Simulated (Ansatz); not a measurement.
Consider CsCrCl3 (cubic perovskite) (Pm-3m).

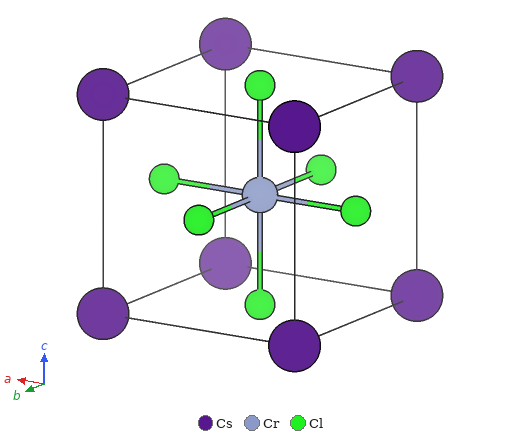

The structure (caesium purple, chromium light blue, chlorine green). Some periodic images of atoms are drawn too.

The structure was built from a prototype and need not be the compound's stable phase.

```xyz
5
Lattice="0.0000 -4.7168 0.0000 0.0000 0.0000 4.7168 -4.7168 0.0000 0.0000" Properties=species:S:1:pos:R:3 pbc="T T T"
Cs    0.0000    0.0000    0.0000
Cr   -2.3584   -2.3584    2.3584
Cl    0.0000   -2.3584    2.3584
Cl   -2.3584   -2.3584    0.0000
Cl   -2.3584    0.0000    2.3584
```

The structure was relaxed with LDA. The structure type comes from a generator and need not be one that this composition takes. The structure was generated from a model, not taken from a measurement. The runs that relaxed it are not among those shown. The program's search for lower electronic states was switched off, so nothing shows that the state found is the lowest. Spin-orbit coupling is left out unless a run names it. PAW set soft_2, made with PBE.

A constrained-RPA run (Ansatz 0.2.0; non-magnetic LDA; Cr d, bands v2 to c3, 4×4×4 mesh, medium accuracy) builds 5 functions on bands 3.8 eV wide, with 4.0 electrons in the window. The bare on-site interaction is 16.5 eV and the bare J 0.54 eV.

**Question.** Estimate U, U′ and J.

On the Cr d shell, U = 3.96 eV (24 % of the bare value), U′ = 3.10 eV, J = 0.42 eV.

The parent state is non-magnetic and the interaction static (zero frequency); U depends on the window and the orbitals, so it belongs to this model alone.

[Paths, hosts, dates, memory and timing lines, banners, echoed tables and standing remarks are left out of the program output.]

[Logs are printed without paths, hosts, clocks, repeated set-up lines and the standing remarks that a program may print on its own settings, such as how far it seeks lower states.]

[Runs of the session that timed out or met a known fault of the program may be left out.]

[Hosts, paths, dates, database ids (printed as entryN), source tags and the programs' standing remarks are cut or masked in the printed files.]
